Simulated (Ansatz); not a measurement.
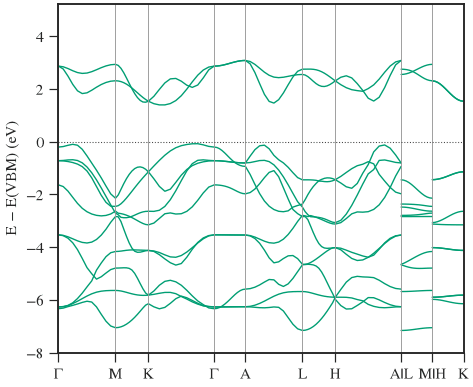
Band structure from r²SCAN (plane waves, PAW; program Ansatz)

The gap is 1.23 eV; an edge lies off the plotted path or next to a special point (maximum off the standard path, minimum off the standard path).

The material is PtS2 (CdI2 type, P-3m1).

The cell was relaxed with r²SCAN under the symmetry of its start. No spin polarisation was allowed. A crystal of weakly bound layers computed without a dispersion correction: the cell and the soft elastic constants depend strongly on that. Scalar-relativistic: spin–orbit coupling is off unless named, which matters more the heavier the elements.

Potentials: the later of the program's two PAW sets.
